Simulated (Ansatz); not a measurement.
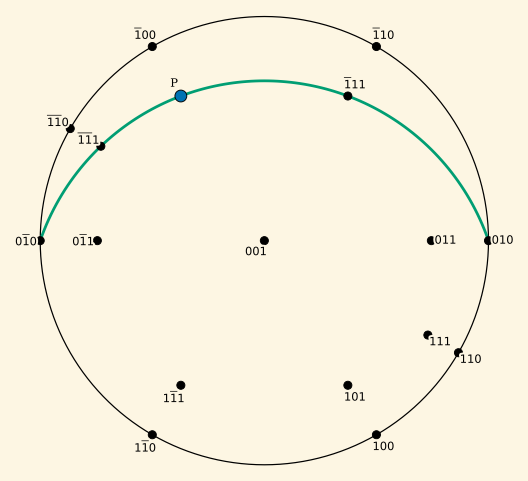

For As, the input geometry of an electronic-structure calculation (not necessarily at equilibrium): stereographic projection of plane normals (upper hemisphere) centred on (0 0 1). Symmetry computed with spglib at a tolerance of 0.002 Å; standard conventional cell.

a = 3.751 Å, b = 3.751 Å, c = 10.882 Å, α = 90.00°, β = 90.00°, γ = 120.00°.

### Index the pole marked P.

P is (−1 0 1), in four indices (−1 0 1 1), 73.4° from the centre.

### Which zone does the coloured great circle trace?

The zone [1 0 1]: its poles satisfy h + l = 0.

### What is the angle between the normals of (1 0 0) and (1 1 1), and what are their d_hkl = 1/|g|?

31.4°; d = 3.248 Å and 1.848 Å.
